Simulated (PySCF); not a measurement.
# InH2F (SMILES [F][InH2]): levels of theory compared

We compute a comparison of 3 runs (HF/3-21G, HF/def2-SVP, HF/def2-TZVP) of InH2F. The job is set up through a Python script.

Program for the calculation: PySCF 2.14.0.

## 1. The system as given

InH2F has 4 atoms, charge 0, and is taken as a singlet. As SMILES, `[F][InH2]`. The shape is that of a PBE0-D4/def2-TZVP optimisation.

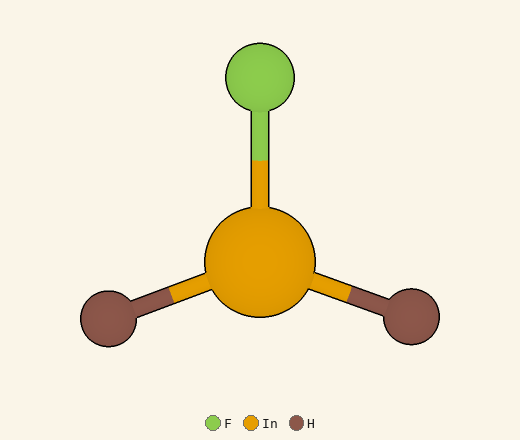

Viewed from a chosen angle; fluorine green, indium amber, hydrogen brown.

## 2. Energy and gradient at HF/3-21G (run 1)

File job.py:

```python
import pyscf.grad
from pyscf import gto, scf

molecule = gto.M(
    atom='F -1.631800 -0.629400 0.188600; In 0.194400 0.052300 -0.026300; H 1.304300 -0.965100 0.767900; H 0.188600 1.481900 -0.950400',
    basis='3-21g',
    max_memory=1860,
    verbose=4,
)

mf = scf.RHF(molecule)
mf.conv_tol = 1e-10
mf.kernel()
if not mf.converged:
    mf = mf.newton().run(mf.mo_coeff, mf.mo_occ)

e_tot = mf.e_tot
print('E = %.10f Eh' % e_tot)
grad = mf.Gradients().kernel()
dip = mf.dip_moment()
pop, q = mf.mulliken_pop()
```

The run is started by

```console
$ OMP_NUM_THREADS=1 python job.py
```

Log:

```text
PySCF version 2.14.0

[... 56 lines left out ...]
converged SCF energy = -5814.79604522817
[... 11 lines left out ...]
Dipole moment(X, Y, Z, Debye):  2.90524,  1.08438, -0.34192
[... 49 lines left out ...]
charge of    3H =     -0.23082
```

It took 2 s on 1 thread of Intel Xeon at 2.70GHz, shared host; peak memory 0.12 GiB.

## 3. Energy and forces at HF/def2-SVP (core potential) (run 2)

File start.xyz:

```xyz
4
FH2In
F     -1.631800    -0.629400     0.188600
In     0.194400     0.052300    -0.026300
H      1.304300    -0.965100     0.767900
H      0.188600     1.481900    -0.950400
```

File job.py:

```python
# [F][InH2]
from pyscf import gto, scf

mol = gto.M(
    atom='start.xyz',
    spin=0,
    verbose=4,
    max_memory=1860,
    ecp={'In': 'def2-svp'},
    basis='def2-svp',
)

mf = scf.RHF(mol)
mf.conv_tol = 1e-10
mf.kernel()
if not mf.converged:
    mf = mf.newton().run(mf.mo_coeff, mf.mo_occ)

e_final = mf.e_tot
print('Final energy', e_final)
grad = mf.nuc_grad_method().kernel()
dip = mf.dip_moment()
pop, q = mf.mulliken_pop()
```

The run is started by

```console
$ OMP_NUM_THREADS=1 python job.py
```

Log:

```text
PySCF version 2.14.0

[... 58 lines left out ...]
converged SCF energy = -289.725313998848
Final energy -289.72531399884826
[... 10 lines left out ...]
Dipole moment(X, Y, Z, Debye):  3.21694,  1.20075, -0.37859
[... 55 lines left out ...]
charge of    3H =     -0.15662
```

It took 3.6 s on 1 thread of Intel Xeon at 2.70GHz, shared host; peak memory 0.12 GiB.

## 4. Energy and gradient at HF/def2-TZVP (core potential) (run 3)

File calc.py:

```python
from pyscf import gto, scf

mol = gto.M(
    atom='''
F       -1.631800      -0.629400       0.188600
In       0.194400       0.052300      -0.026300
H        1.304300      -0.965100       0.767900
H        0.188600       1.481900      -0.950400
''',
    charge=0,
    ecp={'In': 'def2-svp'},
    spin=0,
    basis='def2-tzvp',
    verbose=4,
    max_memory=1860,
)

myscf = scf.RHF(mol)
myscf.conv_tol = 1e-10
myscf.kernel()
if not myscf.converged:
    myscf = myscf.newton().run(myscf.mo_coeff, myscf.mo_occ)

e_final = myscf.e_tot
print('E(%s) = %.9f' % ('HF', e_final))
grad = myscf.nuc_grad_method().kernel()
dip = myscf.dip_moment()
pop, q = myscf.mulliken_pop()
```

The run is started by

```console
$ OMP_NUM_THREADS=1 python calc.py
```

Log:

```text
PySCF version 2.14.0

[... 60 lines left out ...]
converged SCF energy = -289.864555933939
[... 11 lines left out ...]
Dipole moment(X, Y, Z, Debye):  3.15245,  1.17668, -0.37100
[... 98 lines left out ...]
charge of    3H =     -0.09655
```

Run time: 11 s. Hardware: 1 thread of Intel Xeon at 2.70GHz, shared host; peak memory 0.19 GiB.

## 5. The series

```tsv
run	level	core potential	energy (Eh)	dipole moment (D)	HOMO energy (eV)	LUMO energy (eV)	wall time
1	HF/3-21G	–	-5814.796045	3.12	-11.57	0.86	2 s
2	HF/def2-SVP (core potential)	def2-svp	-289.725314	3.45	-11.85	0.72	3.6 s
3	HF/def2-TZVP (core potential)	def2-svp	-289.864556	3.39	-11.90	0.46	11 s
```

## 6. Results

```
                       quantity          value
            run 3: total energy  -289.86456 Eh
           run 3: dipole moment         3.39 D
             run 3: HOMO energy      -11.90 eV
             run 3: LUMO energy        0.46 eV
           run 3: HOMO–LUMO gap       12.37 eV
run 3: largest force on an atom     0.491 eV/Å
```

**Reading.** The dipole moment (its size) runs from 3.12 D (HF/3-21G) to 3.45 D (HF/def2-SVP). The two ends differ in basis and core potential. The HOMO–LUMO gap runs from 12.37 eV (HF/def2-TZVP) to 12.56 eV (HF/def2-SVP). Some runs of one species differ in core potentials or relativity; totals across that change don't compare. In run 1 relativity is left out where basis or elements ask for it. All runs together took 17 s, the longest 11 s.
